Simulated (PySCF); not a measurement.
```xyz
12

C     2.1950   -0.5064   -0.0690
C     1.4383    0.6214    0.0914
C     0.0624    0.6610    0.0944
O    -0.6667   -0.5191   -0.0770
C    -1.9794   -0.3984   -0.0654
F    -2.5387   -1.5867   -0.2455
F    -2.4648    0.0986    1.0870
F    -2.4550    0.4145   -1.0262
H     1.7285   -1.4643   -0.2080
H     3.2676   -0.4611   -0.0598
H     1.9253    1.5762    0.2297
H    -0.5114    1.5635    0.2224
```

Geometry: GFN2-xTB.

Theory: UKS B3LYP, pcH-1 on C F H O, non-relativistic, mean-field spin-orbit, GIAO (PySCF).

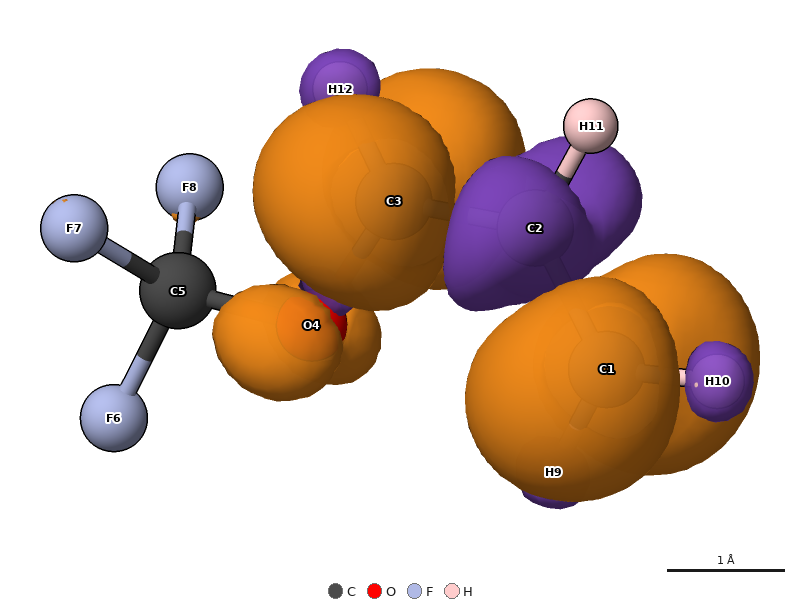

C$_{4}$H$_{4}$F$_{3}$O (doublet). Isosurfaces of the spin density (α minus β) at +0.015 (orange) and −0.015 e/Å³ (purple), seen at a tilt.

> Where is the unpaired spin?

The unpaired spin (1 electron) lies mostly on C1 (about 0.4), C3 (about 0.4) and O4 (about 0.1), in electrons by Hirshfeld's partition.
